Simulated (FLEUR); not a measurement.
# MnS: parallel and opposed starts, part 2 of 3

A self-consistent run ends on one state, which hangs on the start. Several orders of MnS are started in FLEUR and their energies compared.

FLEUR MaX-R8.1; PBE with U = 4 eV on Mn d; all-electron FLAPW, Dirac cores, scalar-relativistic bands.

So far, largest spin moment in the muffin-tin sphere (μB): step 2 (order 1, typed as ferro +) 4.76.

The database entry behind the starting cell differs from later determinations by our own check (an axis about 0.2 % short against later determinations), so it need not match the best structure at ambient conditions.

### Step 3. Run 2 (antiferro q=(0,1/2,1/2) +-)

Reversing part of the moments tests the sign of the couplings between them.

The cell is doubled to 4 atoms to hold this order. The mesh is halved along the doubled vector, so that both cells sample the same points. The k list default-1 (kpts.xml, not shown) is a Γ-centred 8×4×8 mesh.

Input file inp.xml:

```
<?xml version="1.0" encoding="UTF-8" standalone="no"?>
<fleurInput fleurInputVersion="0.39">
   <comment>
      MnS
   </comment>
   <calculationSetup>
      <cutoffs Kmax="3.97" Gmax="11.9" GmaxXC="11.9" numbands="0"/>
      <scfLoop itmax="120" minDistance="0.0001" maxIterBroyd="15" imix="Anderson" alpha="0.05" precondParam="0.0" spinf="2.0" sdNocoIR="T"/>
      <coreElectrons ctail="T" frcor="F" kcrel="0" coretail_lmax="0"/>
      <xcFunctional name="pbe" relativisticCorrections="F"/>
      <magnetism jspins="2"/>
      <soc l_soc="F" theta="0.0" phi="0.0" spav="F"/>
      <expertModes spex="0" secvar="F"/>
      <geometryOptimization l_f="F" forcealpha="1.0" forcemix="BFGS" epsdisp="0.00001" epsforce="0.00001"/>
      <ldaU l_linMix="F" mixParam="0.05" spinf="1.0"/>
   </calculationSetup>
   <cell>
      <bzIntegration valenceElectrons="42.0" mode="hist" fermiSmearingEnergy="0.00183747">
         <kPointListSelection listName="default-1"/>
         <xi:include xmlns:xi="http://www.w3.org/2001/XInclude" href="kpts.xml"> </xi:include>
      </bzIntegration>
      <xi:include xmlns:xi="http://www.w3.org/2001/XInclude" href="sym.xml"> </xi:include>
      <bulkLattice scale="1.0">
         <bravaisMatrix>
            <row-1>    0.0000000000000000     4.9217916915206992     4.9217916915206992</row-1>
            <row-2>    9.8435833830413983     0.0000000000000000     9.8435833830413983</row-2>
            <row-3>    9.8435833830413983     4.9217916915206992     4.9217916915206992</row-3>
         </bravaisMatrix>
      </bulkLattice>
   </cell>
   <atomSpecies>
      <species name="Manganese 4.500" element="Mn" atomicNumber="25">
         <mtSphere radius="2.8" gridPoints="925" logIncrement="0.013"/>
         <atomicCutoffs lmax="10" lnonsphr="8"/>
         <electronConfig flipSpins="F">
            <coreConfig>(1s1/2) (2s1/2) (2p1/2) (2p3/2)</coreConfig>
            <valenceConfig>(3s1/2) (3p1/2) (3p3/2) (4s1/2) (3d3/2) (3d5/2)</valenceConfig>
            <stateOccupation state="(3d3/2)" spinUp="1.75" spinDown="0.25"/>
            <stateOccupation state="(3d5/2)" spinUp="3.0" spinDown="0.0"/>
         </electronConfig>
         <energyParameters s="4" p="4" d="3" f="4"/>
         <ldaU l="2" U="4.0" J="0.0" l_amf="F"/>
         <lo type="SCLO" l="0" n="3" eDeriv="0"/>
         <lo type="SCLO" l="1" n="3" eDeriv="0"/>
      </species>
      <species name="Manganese -4.500" element="Mn" atomicNumber="25">
         <mtSphere radius="2.8" gridPoints="925" logIncrement="0.013"/>
         <atomicCutoffs lmax="10" lnonsphr="8"/>
         <electronConfig flipSpins="F">
            <coreConfig>(1s1/2) (2s1/2) (2p1/2) (2p3/2)</coreConfig>
            <valenceConfig>(3s1/2) (3p1/2) (3p3/2) (4s1/2) (3d3/2) (3d5/2)</valenceConfig>
            <stateOccupation state="(3d3/2)" spinUp="0.25" spinDown="1.75"/>
            <stateOccupation state="(3d5/2)" spinUp="0.0" spinDown="3.0"/>
         </electronConfig>
         <energyParameters s="4" p="4" d="3" f="4"/>
         <ldaU l="2" U="4.0" J="0.0" l_amf="F"/>
         <lo type="SCLO" l="0" n="3" eDeriv="0"/>
         <lo type="SCLO" l="1" n="3" eDeriv="0"/>
      </species>
      <species name="Sulfur (S)" element="S" atomicNumber="16">
         <mtSphere radius="1.89" gridPoints="625" logIncrement="0.018"/>
         <atomicCutoffs lmax="8" lnonsphr="6"/>
         <electronConfig flipSpins="F">
            <coreConfig>(1s1/2) (2s1/2) (2p1/2) (2p3/2)</coreConfig>
            <valenceConfig>(3s1/2) (3p1/2) (3p3/2)</valenceConfig>
            <stateOccupation state="(3p1/2)" spinUp="0.666667" spinDown="0.666667"/>
            <stateOccupation state="(3p3/2)" spinUp="1.333333" spinDown="1.333333"/>
         </electronConfig>
         <energyParameters s="3" p="3" d="3" f="4"/>
      </species>
   </atomSpecies>
   <atomGroups>
      <atomGroup species="Manganese 4.500">
         <relPos label="                   1">.0000000000 .0000000000 .0000000000</relPos>
         <force calculate="T" relaxXYZ="TTT"/>
      </atomGroup>
      <atomGroup species="Manganese -4.500">
         <relPos label="                   2">.0000000000 1.000/2.000 .0000000000</relPos>
         <force calculate="T" relaxXYZ="TTT"/>
      </atomGroup>
      <atomGroup species="Sulfur (S)">
         <relPos label="                   3">1.000/2.000 .0000000000 1.000/2.000</relPos>
         <force calculate="T" relaxXYZ="TTT"/>
      </atomGroup>
      <atomGroup species="Sulfur (S)">
         <relPos label="                   4">1.000/2.000 1.000/2.000 1.000/2.000</relPos>
         <force calculate="T" relaxXYZ="TTT"/>
      </atomGroup>
   </atomGroups>
   <output dos="F" band="F" slice="F">
      <bandDOS minEnergy="-.5*Htr" maxEnergy="0.5*Htr" sigma="0.015" storeEVData="T"/>
      <plotting iplot="0" polar="F">
         <plot TwoD="T" vec1="  1.0  0.0  0.0" vec2="  0.0  1.0  0.0" vec3="  0.0  0.0  1.0" zero="  0.0  0.0  0.0" file="plot"/>
      </plotting>
      <moessbauerParams electricFieldGradient="F" isomerShift="F" coreHyperfine="F" valenceHyperfine="F"/>
   </output>
</fleurInput>
```

Input file crystal.txt:

```
MnS
&input film=F cartesian=F /
0.00000000000  2.60450000000  2.60450000000
5.20900000000  0.00000000000  5.20900000000
5.20900000000  2.60450000000  2.60450000000
1.8897261246
1.0 1.0 1.0

4
25 0.00000000000  0.00000000000  0.00000000000 : 4.500
25 0.00000000000  0.50000000000  0.00000000000 : -4.500
16 0.50000000000  0.00000000000  0.50000000000
16 0.50000000000  0.50000000000  0.50000000000

&kpt div1=8 div2=4 div3=8 gamma=T /
```

Command:

```bash
OMP_NUM_THREADS=1 inpgen -f crystal.txt > inpgen.log  # inp.xml is then edited as shown
OMP_NUM_THREADS=1 mpirun -n 4 fleur_MPI > fleur.log
```

The log of the run:

```text
[banner, memory and clock lines left out]
Welcome to FLEUR        (www.flapw.de)
      MaX-Release 8.1          (www.max-centre.eu)

 ========== k-point set info ==========
 Selected k-point list: default-1
 k-point list type: mesh
 0 x 0 x 0
 Number of k points: 80

 ------------Calculation Setup---------------------------
 Number of PE/node        :            4
 Number of OMP-threads    :            1
 k-points in parallel     :            4
 pe's per k-point         :            1
 No of k-point loops      :           20
 Eigenvalue solver        :       lapack
 Number of basis functions:          540
 Approximate size of matrices (H+S) per k-point:         0.004 GB
 no density matrix found ... skipping LDA+U
 Reset of history
 Iteration:     1   Distance:       7.28962415 me/bohr^3
 Iteration:     2   Distance:       7.35182691 me/bohr^3
 Iteration:     3   Distance:       6.76858933 me/bohr^3
 Iteration:     4   Distance:       3.75842335 me/bohr^3
 Iteration:     5   Distance:       2.12364035 me/bohr^3
 Iteration:     6   Distance:       1.48965144 me/bohr^3
 Iteration:     7   Distance:       0.37296685 me/bohr^3
 Iteration:     8   Distance:       0.24896137 me/bohr^3
 Iteration:     9   Distance:       0.04159364 me/bohr^3
 Iteration:    10   Distance:       0.04695062 me/bohr^3
 Iteration:    11   Distance:       0.00537340 me/bohr^3
 Iteration:    12   Distance:       0.00386540 me/bohr^3
 Iteration:    13   Distance:       0.00116962 me/bohr^3
 Iteration:    14   Distance:       0.00065333 me/bohr^3
 Iteration:    15   Distance:       0.00007776 me/bohr^3

 ********************************************************************
 Run finished successfully
 Stop message:
   all done
 ********************************************************************

--- out.xml (last complete iteration) ---
<iteration numberForCurrentRun="   15" overallNumber="   15">
         [... left out ...]
         <bandgap value="1.0818335857" units="eV"/>
         <sumValenceSingleParticleEnergies value="-27.1814865002" units="Htr"/>
         <FermiEnergy value="0.2582819952" units="Htr"/>
         <valenceDensity>
            <mtCharges spin="1">
               <mtCharge atomType="1" total="9.5115671" s="1.2404307" p="3.2857175" d="4.9343175" f="0.0389155"/>
               <mtCharge atomType="2" total="4.7857979" s="1.1799085" p="3.2296233" d="0.3227206" f="0.0401457"/>
               <mtCharge atomType="3" total="1.7717080" s="0.6222514" p="1.1401757" d="0.0085466" f="0.0006325"/>
               <mtCharge atomType="4" total="1.8006050" s="0.6279719" p="1.1588141" d="0.0126667" f="0.0009775"/>
            </mtCharges>
            <mtCharges spin="2">
               <mtCharge atomType="1" total="4.7857979" s="1.1799085" p="3.2296233" d="0.3227206" f="0.0401457"/>
               <mtCharge atomType="2" total="9.5115671" s="1.2404307" p="3.2857175" d="4.9343175" f="0.0389155"/>
               <mtCharge atomType="3" total="1.8006050" s="0.6279719" p="1.1588141" d="0.0126667" f="0.0009775"/>
               <mtCharge atomType="4" total="1.7717080" s="0.6222514" p="1.1401757" d="0.0085466" f="0.0006325"/>
            </mtCharges>
            <spinDependentCharge spin="1" total="21.0000000" interstitial="3.1303220" mtSpheres="17.8696780"/>
            <spinDependentCharge spin="2" total="21.0000000" interstitial="3.1303220" mtSpheres="17.8696780"/>
            <totalCharge value="42.0000000000"/>
         </valenceDensity>
         [... left out ...]
         <magneticMomentsInMTSpheres units="muBohr">
            <globalMagMoment atomType="1" vec="0.00000   0.00000   4.72577"/>
            <localMagMoment atomType="1" vec="0.00000   0.00000   4.72577"/>
            <globalMagMoment atomType="2" vec="0.00000   0.00000  -4.72577"/>
            <localMagMoment atomType="2" vec="0.00000   0.00000  -4.72577"/>
            <globalMagMoment atomType="3" vec="0.00000   0.00000  -0.02890"/>
            <localMagMoment atomType="3" vec="0.00000   0.00000  -0.02890"/>
            <globalMagMoment atomType="4" vec="0.00000   0.00000   0.02890"/>
            <localMagMoment atomType="4" vec="0.00000   0.00000   0.02890"/>
         </magneticMomentsInMTSpheres>
         [... left out ...]
         <totalEnergy value="    -3115.7130191789" units="Htr">
            <sumOfEigenvalues value="    -1792.9609632930">
               <coreElectrons value="-1765.7794767928"/>
               <valenceElectrons value="-27.1814865002"/>
            </sumOfEigenvalues>
            <densityCoulombPotentialIntegral value="-4738.6198585313"/>
            <densityEffectivePotentialIntegral value="-4941.0027994054"/>
            <chargeDenXCDenIntegral value="-156.1686202528"/>
            <FockExchangeEnergyValence value="0.0000000000"/>
            <FockExchangeEnergyCore value="0.0000000000"/>
         [... left out ...]
            <dftUCorrection value="-0.7208575878"/>
            <tkbTimesEntropy value="0.0000000000"/>
            <freeEnergy value="-3115.7130191789"/>
            <extrapolationTo0K value="-3115.7130191789"/>
         </totalEnergy>
         [... left out ...]
         <ldaUDensityMatrixConvergence>
            <distance spin="1" distance="0.000003"/>
            <distance spin="2" distance="0.000003"/>
         </ldaUDensityMatrixConvergence>
         <densityConvergence units="me/bohr^3">
            <chargeDensity spin="1" distance="0.0000470364"/>
            <chargeDensity spin="2" distance="0.0000470364"/>
            <overallChargeDensity distance="0.0000777587"/>
            <spinDensity distance="0.0000529462"/>
         </densityConvergence>
      </iteration>
```

Wall time 73 s (4 MPI ranks of Intel Xeon Platinum 8559C (Emerald Rapids), shared host); peak memory 0.48 GiB.

Spin moment in the muffin-tin sphere by atom:

```
atom  spin moment in the muffin-tin sphere (μB)
 Mn1                                       4.73
 Mn2                                      -4.73
  S3                                      -0.03
  S4                                       0.03
```

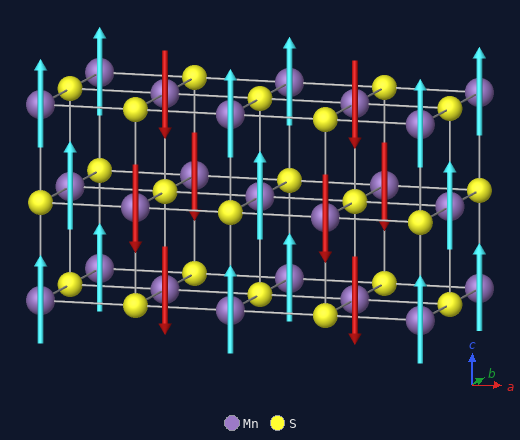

Spin moment in the muffin-tin sphere as arrows, the longest 4.73 μB. Up and down stand for the sign. Arrows give size and sign along the axis of quantisation, drawn up and down the page. The two directions have two colours. 2×1×1 conventional cells are drawn. Some periodic images of atoms are drawn too.

Numbers from this step:

- free energy: -84782.8704 eV
- program's band gap on this mesh (in a metal only a level spacing): 1.082 eV
- magnetization: 0 μB
- final state: antiferromagnetic

It lies 16.9 meV a seeded atom under the first start, and its largest moment is 4.73 μB against 4.76 μB.

### Step 4. Run 3 (antiferro q=(0,0,1/2) +-)

An opposed order shows whether neighbours prefer unlike signs.

This order needs a doubled cell of 4 atoms. The mesh is halved along the doubled vector, so that both cells sample the same points. The k list default-1 (kpts.xml, not shown) is a Γ-centred 8×8×4 mesh.

Changes to inp.xml since step 3:

```diff
@@ -25,4 +25,4 @@
             <row-1>    0.0000000000000000     4.9217916915206992     4.9217916915206992</row-1>
-            <row-2>    9.8435833830413983     0.0000000000000000     9.8435833830413983</row-2>
-            <row-3>    9.8435833830413983     4.9217916915206992     4.9217916915206992</row-3>
+            <row-2>    4.9217916915206992     0.0000000000000000     4.9217916915206992</row-2>
+            <row-3>    9.8435833830413983     9.8435833830413983     0.0000000000000000</row-3>
          </bravaisMatrix>
@@ -77,3 +77,3 @@
       <atomGroup species="Manganese -4.500">
-         <relPos label="                   2">.0000000000 1.000/2.000 .0000000000</relPos>
+         <relPos label="                   2">.0000000000 .0000000000 1.000/2.000</relPos>
          <force calculate="T" relaxXYZ="TTT"/>
@@ -81,7 +81,4 @@
       <atomGroup species="Sulfur (S)">
-         <relPos label="                   3">1.000/2.000 .0000000000 1.000/2.000</relPos>
-         <force calculate="T" relaxXYZ="TTT"/>
-      </atomGroup>
-      <atomGroup species="Sulfur (S)">
-         <relPos label="                   4">1.000/2.000 1.000/2.000 1.000/2.000</relPos>
+         <relPos label="                   3">1.000/2.000 1.000/2.000 1.000/4.000</relPos>
+         <relPos label="                   4">1.000/2.000 1.000/2.000 -1.000/4.000</relPos>
          <force calculate="T" relaxXYZ="TTT"/>
```

Input file crystal.txt:

```
MnS
&input film=F cartesian=F /
0.00000000000  2.60450000000  2.60450000000
2.60450000000  0.00000000000  2.60450000000
5.20900000000  5.20900000000  0.00000000000
1.8897261246
1.0 1.0 1.0

4
25 0.00000000000  0.00000000000  0.00000000000 : 4.500
25 0.00000000000  0.00000000000  0.50000000000 : -4.500
16 0.50000000000  0.50000000000  0.25000000000
16 0.50000000000  0.50000000000  0.75000000000

&kpt div1=8 div2=8 div3=4 gamma=T /
```

The log of the run:

```text
[banner, memory and clock lines left out]
Welcome to FLEUR        (www.flapw.de)
      MaX-Release 8.1          (www.max-centre.eu)

 ========== k-point set info ==========
 Selected k-point list: default-1
 k-point list type: mesh
 0 x 0 x 0
 Number of k points: 80

 [... set-up left out ...]
 no density matrix found ... skipping LDA+U
 Reset of history
 Iteration:     1   Distance:       7.42172819 me/bohr^3
 Iteration:     2   Distance:       7.32817191 me/bohr^3
 Iteration:     3   Distance:       6.76154453 me/bohr^3
 Iteration:     4   Distance:       3.73150711 me/bohr^3
[...]
[... left out ...]
            <freeEnergy value="-3115.7153198222"/>
            <extrapolationTo0K value="-3115.7153198222"/>
         </totalEnergy>
         [... left out ...]
         <ldaUDensityMatrixConvergence>
            <distance spin="1" distance="0.000002"/>
            <distance spin="2" distance="0.000002"/>
         </ldaUDensityMatrixConvergence>
         <densityConvergence units="me/bohr^3">
            <chargeDensity spin="1" distance="0.0000202880"/>
            <chargeDensity spin="2" distance="0.0000202112"/>
            <overallChargeDensity distance="0.0000296424"/>
            <spinDensity distance="0.0000275958"/>
         </densityConvergence>
      </iteration>
```

The job ended after 69 s (4 MPI ranks; peak memory 0.46 GiB; 4.6 min of CPU time).

Spin moment in the muffin-tin sphere by atom:

```
atom  spin moment in the muffin-tin sphere (μB)
 Mn1                                       4.64
 Mn2                                      -4.64
  S3                                       0.00
  S4                                       0.00
```

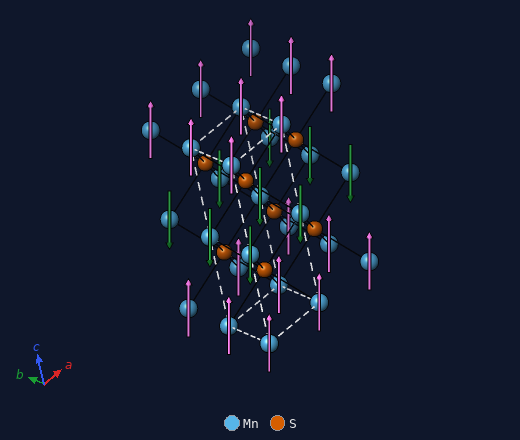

Spin moment in the muffin-tin sphere as arrows, the longest 4.64 μB. Up and down stand for the sign. Arrows give size and sign along the axis of quantisation, drawn up and down the page. The two directions have two colours. Bonds to atoms that aren't drawn are left out. 2×2×1 cells are drawn. Some periodic images of atoms are drawn too.

Numbers from this step:

```
free energy                                                       : -84782.9330 eV
program's band gap on this mesh (in a metal only a level spacing) : 2.335 eV
magnetization                                                     : 0 μB
final state                                                       : antiferromagnetic
```

It lies 48.2 meV a seeded atom under the first start, and its largest moment is 4.64 μB against 4.76 μB.

[end of part 2 of 3]

[Logs and program files are shortened in this print: banners, set-up blocks, solver, clock and traceback lines can be left out without a mark of their own.]

[Logs are printed without paths, hosts, clocks, repeated set-up lines and the standing remarks that a program may print on its own settings, such as how far it seeks lower states.]

[Hosts, paths, dates, database ids (printed as entryN), source tags and the programs' standing remarks are cut or masked in the printed files.]

[Where a cell is said to come from a database of computed structures, the database is the Materials Project.]
